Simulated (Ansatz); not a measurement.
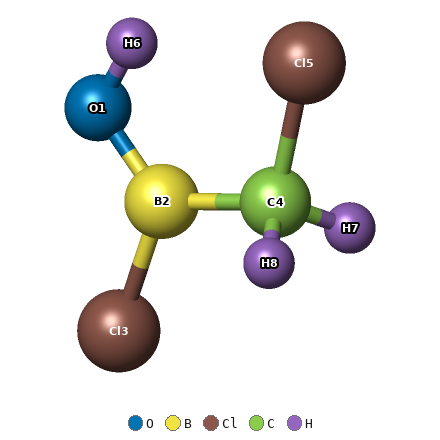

The system is CH₃BCl₂O (SMILES OB(Cl)CCl) with the probe H; the picture shows it without the atoms that are moved over the map. The probe is moved over the molecule's main plane. The first coordinate is: x of the probe's H atom; the second: y of the probe's H atom. Nothing is relaxed (molecule and probe rigid). Grid: 13 × 11 points. At 20 points there is no value (left out of the scan, as a rule where atoms come close). Points are written as (first, second). All energies are given in eV relative to the lowest grid point. Energies and slopes of some neighbouring points disagree (a jump in structure or state, or too coarse a mesh). Level of theory: Ansatz, UKS PBE0-D4/def2-SVP.

Range: x of the probe's H atom from −5.04 to 5.04 Å; y of the probe's H atom from −4.20 to 4.20 Å.

**What will the energy surface look like?**

The lowest grid point is at (3.36 Å, −3.36 Å) [nearest 2 H at 3.33 Å]. The highest grid point, (−0.84 Å, −0.84 Å) [nearest 1 B at 0.99 Å], lies 5.94 eV above the lowest.

```
y of the probe's H atom ↓, x of the probe's H atom →  −5.04  −4.20  −3.36  −2.52  −1.68  −0.84  0.00  0.84  1.68  2.52  3.36  4.20  5.04
                                                4.20   0.02   0.01   0.01   0.01   0.01   0.01  0.01  0.01  0.00  0.01  0.01  0.01  0.02
                                                3.36   0.01   0.01   0.01   0.01   0.05   0.18  0.24  0.12  0.02  0.00  0.00  0.01  0.01
                                                2.52   0.01   0.00   0.01   0.05   0.41   1.76  2.80  1.37  0.17  0.05  0.02  0.01  0.01
                                                1.68   0.01   0.01   0.05   0.25   1.50      –     –     –  0.73  0.64  0.23  0.04  0.01
                                                0.84   0.01   0.06   0.49   1.77   3.95      –     –  4.71     –     –  0.91  0.15  0.01
                                                0.00   0.01   0.21   2.01      –      –      –     –  5.27     –     –  3.18  0.29  0.02
                                               −0.84   0.02   0.25   2.45      –      –   5.94     –     –     –     –  2.04  0.22  0.01
                                               −1.68   0.01   0.11   0.88   3.97   3.67   1.48  2.82     –  2.94  1.01  0.29  0.05  0.00
                                               −2.52   0.01   0.02   0.14   0.37   0.33   0.26  0.76  1.38  0.61  0.13  0.02  0.00  0.00
                                               −3.36   0.01   0.01   0.01   0.02   0.01   0.02  0.09  0.14  0.08  0.01  0.00  0.01  0.01
                                               −4.20   0.01   0.01   0.01   0.00   0.00   0.00  0.01  0.01  0.01  0.01  0.01  0.01  0.02
```

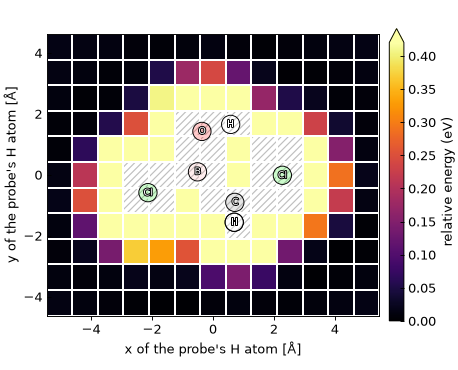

Drawn: one coloured cell a grid point, labelled circles for the molecule's atoms, projected on the plane, one colour for all values above the top of the scale, hatched blanks where no value was computed.

Each point was launched as `ansatz run input.yaml --threads 1 --pin off --max-ram 2560MiB --backend cpu --events-out ev --progress --plain --runs-dir out`. Time for the 123 points that were run: 10 min on 1 thread of Intel(R) Xeon(R) 6975P-C (Granite Rapids), on a shared host.
